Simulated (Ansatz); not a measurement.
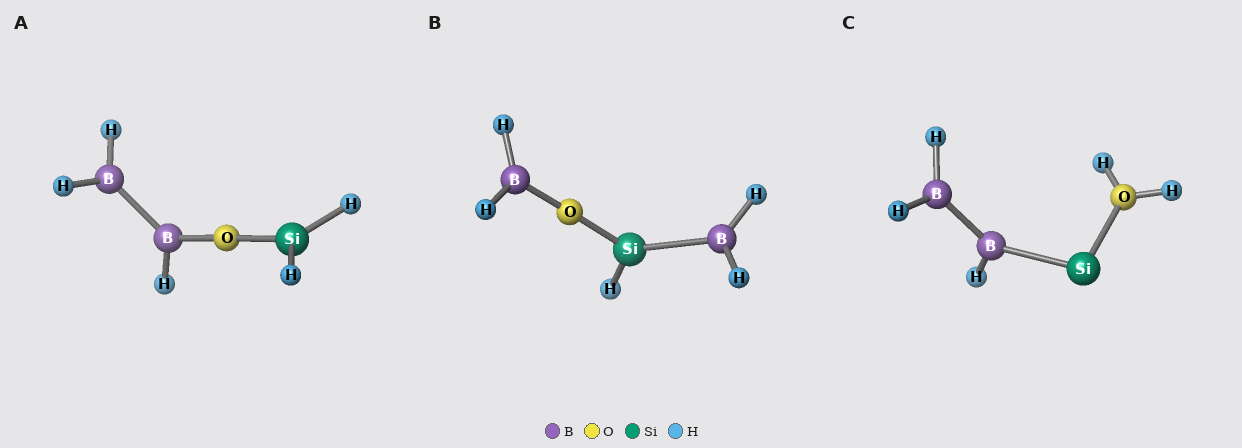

3 stationary structures of one formula. The species has charge +1 and is a spin singlet. Geometries: PBE0-D4/def2-TZVP. Electronic energies: RHF-CCSD(T) (frozen core)/def2-TZVPP (Ansatz 0.2.0), without zero-point energy. No frequency run is at hand to confirm each as a minimum. Each is one conformer, not always the lowest.

### Which structure is the most stable?

B is lowest; A lies 7.7 kcal/mol above it, C lies 55.4 kcal/mol above it.
